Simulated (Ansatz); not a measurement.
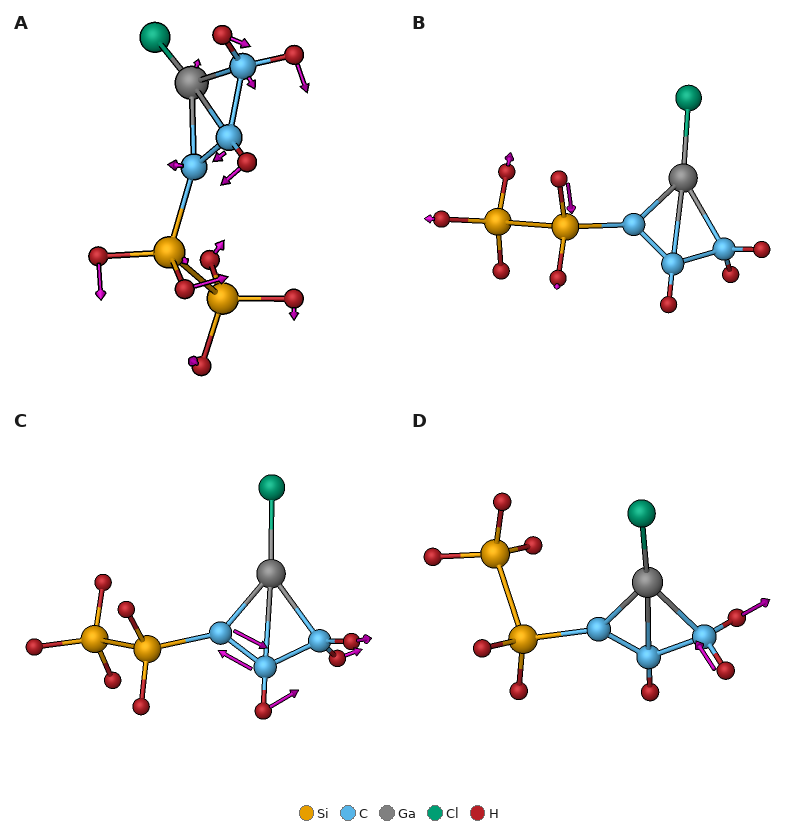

4 normal modes of one molecule or complex, as arrows. Harmonic vibrations computed with RKS PBE0-D4/def2-TZVP (Ansatz 0.2.0) at a stationary point of the same level.

### Match the panels to the wavenumbers 168 cm⁻¹, 1585 cm⁻¹, 2205 cm⁻¹, 3121 cm⁻¹.

A: 168 cm⁻¹, angle bending
B: 2205 cm⁻¹, Si–H stretching
C: 1585 cm⁻¹
D: 3121 cm⁻¹, out-of-phase stretching of 2 C–H bonds
